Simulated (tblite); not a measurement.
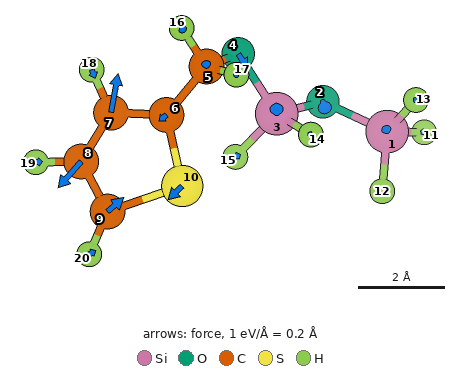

Starting geometry of C5H10O2SSi2 with the computed forces as blue arrows. Style: ball-and-stick. Shown at a tilt.

All numbers below come from GFN2-xTB geometry optimisation, gas phase (tblite). 

What follows when this structure is relaxed?

Answer. It isn't relaxed: the largest force vector, on C7, is 4.71 eV/Å. The final displacements have little in common with the starting forces (cosine between the two patterns 0.18). H11 moves most after the best rigid fit: 1.39 Å. Largest moves by element: H 1.39 Å, S 1.00 Å, O 0.92 Å, Si 0.76 Å, C 0.57 Å. Among the contacts that change: Si3–S10 3.222 → 3.646 Å, Si1–Si3 2.758 → 3.165 Å, C9–S10 1.911 → 1.720 Å, O2–Si3 1.734 → 1.607 Å. Among the angles between lasting bonds that change: Si1–O2–Si3 106.4° → 158.7°, Si3–O4–C5 106.9° → 128.3°, S10–C9–H20 131.0° → 119.4°. After 120 geometry steps the energy has fallen by 44.8 kcal/mol. The run took 1.5 s on 1 thread of Arm Neoverse V1 (shared host).
